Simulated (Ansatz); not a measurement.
**Convergence study of the k-point mesh for MoW (Cmm2, 2 atoms in the cell)**

```yaml
crystal:
  lattice:
    - [1.57139, -2.22313, 0.00000]
    - [1.57139, 2.22313, 0.00000]
    - [0.00000, 0.00000, 4.46416]
  atoms:
    - { symbol: Mo, position: [0.00000, 0.00000, 0.01120] }
    - { symbol: W, position: [0.50000, 0.50000, 0.50000] }
```

Method: PBEsol, default PAW files made with PBE (plane waves; Ansatz, a first-principles code).

Base settings: basis.ecutwfc = 420 eV; kpoints.mp_grid.grid = 13 13 8; hamiltonian.xc = pbesol; hamiltonian.pseudopotentials = {kind: paw} (the program's default PAW files); scf.occupations.method = fermi_dirac; scf.occupations.width = 0.1 eV.

Only quantities that move along the ladder and can be compared are tabulated.

The count of work is k-points × plane waves × bands × iterations; it is no time. Core times come from one kind of shared machine, to one figure; runs under 30 s give none.

The starting cell comes from a database of computed structures (which also holds hypothetical and non-ambient phases and stackings), without a prior relaxation at this level. Its lattice was rescaled by up to half a per cent. One atom was moved a little off its site on purpose. Spin polarisation is off. Ansatz's pressure includes its estimate of the finite-basis (Pulay) stress.

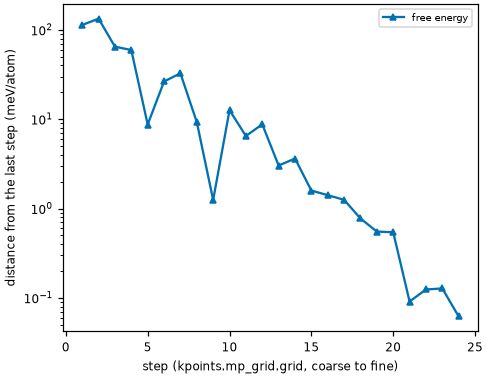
*Distance from the last step along the ladder; very small values are drawn at a floor.*

| kpoints.mp_grid.grid | free energy less the last step's (meV/atom) | pressure (GPa) | largest difference of a force vector from the last step's (eV/Å) | count of work / last | core time / last (rough) |
|---|---|---|---|---|---|
| 2 2 2 | 113.53 | -5.60 | 0.089 | 0.0011 | – |
| 3 3 2 | 133.51 | 1.90 | 0.293 | 0.0013 | – |
| 4 4 2 | -64.93 | -4.06 | 0.032 | 0.0020 | – |
| 4 4 3 | 59.46 | -1.78 | 0.062 | 0.0023 | – |
| 5 5 3 | -8.72 | -0.66 | 0.017 | 0.0030 | – |
| 6 6 3 | -26.45 | -2.07 | 0.028 | 0.0043 | – |
| 6 6 4 | -32.65 | -1.47 | 0.052 | 0.0065 | – |
| 7 7 4 | 9.29 | -1.29 | 0.027 | 0.0080 | – |
| 8 8 5 | 1.25 | -0.96 | 0.032 | 0.010 | – |
| 9 9 5 | -12.62 | -1.56 | 0.027 | 0.012 | – |
| 10 10 6 | 6.49 | -0.98 | 0.018 | 0.021 | – |
| 11 11 7 | 8.78 | -0.79 | 0.001 | 0.024 | – |
| 12 12 7 | -3.03 | -1.26 | 0.010 | 0.029 | – |
| 13 13 8 | -3.63 | -1.21 | 0.010 | 0.041 | – |
| 15 15 9 | 1.59 | -1.15 | 0.015 | 0.053 | – |
| 16 16 10 | -1.41 | -1.15 | 0.002 | 0.073 | – |
| 18 18 11 | 1.25 | -1.11 | 0.000 | 0.091 | – |
| 20 20 12 | -0.77 | -1.17 | 0.001 | 0.13 | 0.1 |
| 22 22 13 | 0.55 | -1.14 | 0.003 | 0.15 | 0.2 |
| 25 25 15 | 0.54 | -1.11 | 0.000 | 0.22 | 0.2 |
| 28 28 16 | 0.09 | -1.14 | 0.001 | 0.32 | 0.3 |
| 31 31 18 | -0.12 | -1.15 | 0.000 | 0.43 | 0.4 |
| 34 34 20 | -0.13 | -1.15 | 0.000 | 0.56 | 0.6 |
| 38 38 22 | -0.06 | -1.15 | 0.000 | 0.76 | 0.8 |
| 42 42 24 | 0.00 | -1.14 | 0.000 | 1.0 | 1 |

Coarsest kpoints.mp_grid.grid that holds the pressure within 0.05 GPa of the last step, with all finer ones: 15 15 9, at 0.053 of the last step's count of work; the step before is off by 0.07 GPa.

Coarsest kpoints.mp_grid.grid that holds the free energy within 1 meV/atom of the last step, with all finer ones: 20 20 12, at 0.13 of the last step's count of work and about 0.1 of the last step's time; the step before is off by 1.3 meV/atom.

Coarsest kpoints.mp_grid.grid that holds the forces within 0.005 eV/Å of the last step, with all finer ones: 16 16 10, at 0.073 of the last step's count of work; the step before is off by 0.015 eV/Å.

Keys are those of Ansatz 0.2.
